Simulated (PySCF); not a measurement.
Excited-state calculation of C$_{2}$H$_{10}$N$_{2}$Si

- system: C$_{2}$H$_{10}$N$_{2}$Si (SiH2(NHMe)2), SMILES [H][Si]([H])(NC)NC
- method: TDDFT CAM-B3LYP/def2-SVPD, vertical, gas phase, core orbitals frozen in the response (PySCF 2.14.0)

The geometry comes from this level: PBE0-D3(BJ)/def2-SVP. It belongs to a series of runs on one base structure; here: two ligands: Cl to NHMe.

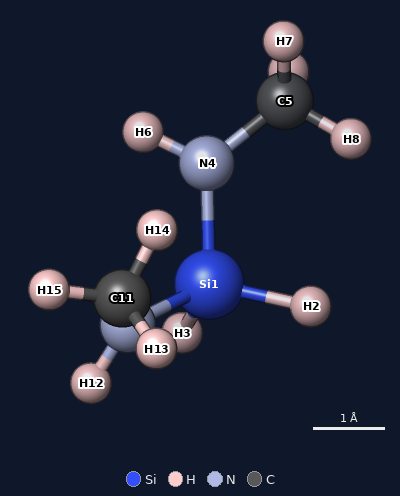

The structure as given in the input (ball-and-stick view, seen at a tilt; atoms are numbered from 1 in the order of the input). Bond lengths as drawn: C–H 1.10 to 1.11 Å, C–N 1.44 Å, H–N 1.01 Å, H–Si 1.50 Å and N–Si 1.72 to 1.73 Å.

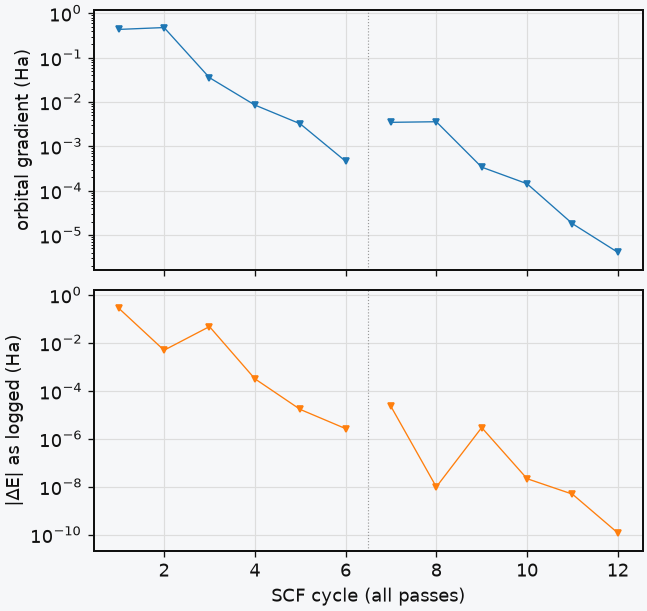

Convergence of the self-consistent field: orbital gradient and size of the energy change against the SCF cycle. The dotted line marks the change from a coarse to the final integration grid. The first 6 cycles use a coarse grid, the final grid takes over at cycle 7, and the field converges after 12 cycles in all.

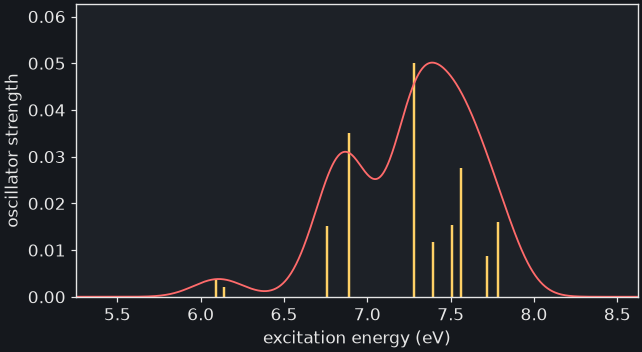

Computed excitations as sticks (degenerate states added up, dark ones marked on the axis), with a Gaussian envelope of 0.35 eV full width at half maximum, scaled to the tallest. Of the 10 states the lowest lies at 6.09 eV (f = 0.004); the strongest line is at 7.28 eV, or 170 nm (f = 0.050).

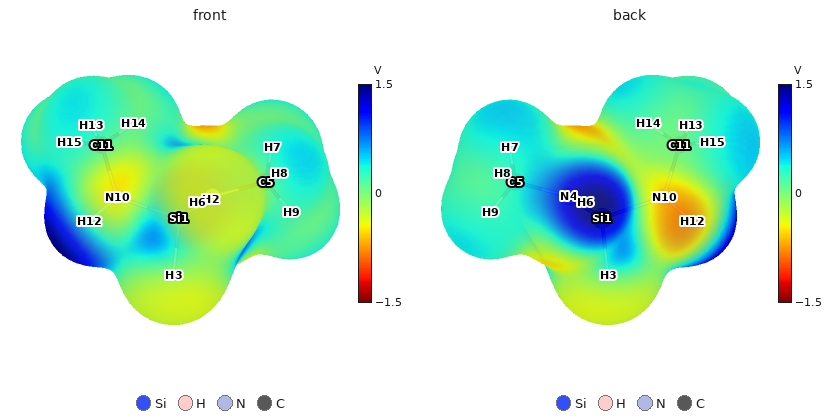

The molecular electrostatic potential painted on the density surface at 0.002 e/bohr³, seen at a tilt and from behind; red is negative and blue positive. A positive charge is drawn to the negative regions and a negative charge to the positive ones. Its dipole moment is 0.97 D.

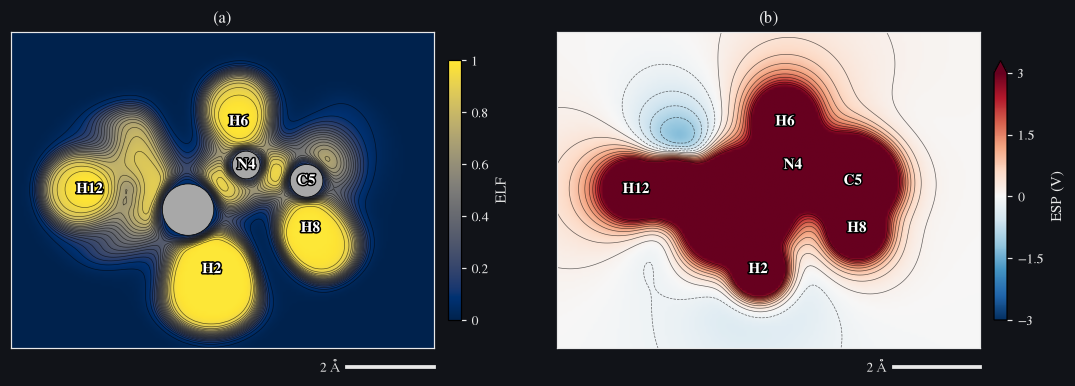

(a) electron localisation function; (b) molecular electrostatic potential on the plane of atoms C5, N4 and H6. Grey discs, where drawn, cover atomic cores. C–N (1.44 Å): the ELF peaks at about 0.95 between the atoms (localised, shared-pair bonding).

These pictures come from the run below.

**The input**
```
{"job": {"kind": "uv", "xc": "CAM-B3LYP", "basis": "def2-SVPD", "ip": false, "nstates": 10}, "charge": 0, "multiplicity": 1}
Si     1.061852    -0.258755    -0.106160
H      1.544521     0.023425     1.288625
H      2.271263    -0.486213    -0.966308
N      0.063714     1.104633    -0.460369
C      0.109500     2.396790     0.174545
H     -0.460137     1.084491    -1.328897
H     -0.901892     2.797033     0.365451
H      0.609177     2.311128     1.152127
H      0.663615     3.160616    -0.404150
N      0.130804    -1.687960    -0.355372
C     -1.153479    -1.962365     0.238796
H      0.596107    -2.493271    -0.756839
H     -1.101695    -2.596655     1.145074
H     -1.627690    -1.012454     0.529931
H     -1.838440    -2.456566    -0.472436
```

The first line tells a small driver script what to run in PySCF; the rest is the geometry in Å.

Run as:
```bash
OMP_NUM_THREADS=1 python <driver script> task.json out
```

**Log**
```
coarse grid: 12120 points
cycle   1  E = -480.8419795468  dE =  2.852e-01  |g| = 4.341e-01  |ddm| = 5.061e+00
cycle   2  E = -480.8369682055  dE =  5.011e-03  |g| = 4.784e-01  |ddm| = 1.046e+00
cycle   3  E = -480.8856682864  dE = -4.870e-02  |g| = 3.544e-02  |ddm| = 5.032e-01
cycle   4  E = -480.8859928963  dE = -3.246e-04  |g| = 8.555e-03  |ddm| = 7.039e-02
cycle   5  E = -480.8860099408  dE = -1.704e-05  |g| = 3.226e-03  |ddm| = 1.858e-02
cycle   6  E = -480.8860126351  dE = -2.694e-06  |g| = 4.618e-04  |ddm| = 6.052e-03
final grid: 110048 points
cycle   7  E = -480.9498643115  dE = -2.268e-05  |g| = 3.480e-03  |ddm| = 4.603e-02
cycle   8  E = -480.9498643214  dE = -9.934e-09  |g| = 3.591e-03  |ddm| = 1.028e-02
cycle   9  E = -480.9498672977  dE = -2.976e-06  |g| = 3.394e-04  |ddm| = 3.826e-03
cycle  10  E = -480.9498673197  dE = -2.193e-08  |g| = 1.433e-04  |ddm| = 6.044e-04
cycle  11  E = -480.9498673246  dE = -4.965e-09  |g| = 1.800e-05  |ddm| = 2.608e-04
cycle  12  E = -480.9498673247  dE = -1.195e-10  |g| = 4.065e-06  |ddm| = 6.471e-05
converged SCF energy = -480.9498673247

Static polarisability (au): isotropic 69.712, principal 61.243 69.154 78.739

Singlet excitations
state   eV       nm        f      main configurations
  1   6.0902    203.6   0.00377   H->L 0.50, H-1->L+1 0.22, H-1->L 0.18
  2   6.1407    201.9   0.00209   H->L+1 0.38, H-1->L 0.34, H->L 0.14
  3   6.7566    183.5   0.01509   H->L+1 0.42, H-1->L 0.27
  4   6.8908    179.9   0.03512   H-1->L+1 0.49, H->L 0.13, H->L+2 0.09
  5   7.2783    170.3   0.05013   H->L+2 0.38, H->L+3 0.17, H->L+5 0.11
  6   7.3960    167.6   0.01177   H->L+3 0.38, H-1->L+3 0.23, H->L+5 0.18
  7   7.5099    165.1   0.01538   H->L+4 0.26, H-1->L+2 0.24, H->L+2 0.20
  8   7.5610    164.0   0.02764   H-1->L+3 0.27, H->L+5 0.24, H-1->L+5 0.21
  9   7.7177    160.6   0.00864   H-1->L+4 0.31, H->L+4 0.28, H-1->L+2 0.22
 10   7.7861    159.2   0.01609   H-1->L+6 0.42, H->L+6 0.33

Triplet excitations (Tamm-Dancoff, eV): 5.8557 5.8931 6.4949 6.5599
```

**Key numbers**

```json
{"quantity": "outcome", "value": "converged"}
{"quantity": "total energy", "value": "−480.949867 hartree"}
{"quantity": "HOMO", "value": "−7.98 eV"}
{"quantity": "LUMO", "value": "1.32 eV"}
{"quantity": "dipole moment", "value": "0.97 D"}
{"quantity": "mean polarisability", "value": "69.71 a.u."}
{"quantity": "lowest singlet excitation", "value": "6.09 eV"}
{"quantity": "hardware", "value": "1 CPU thread, shared host"}
{"quantity": "wall time", "value": "53 s"}
{"quantity": "peak memory", "value": "0.9 GiB"}
```
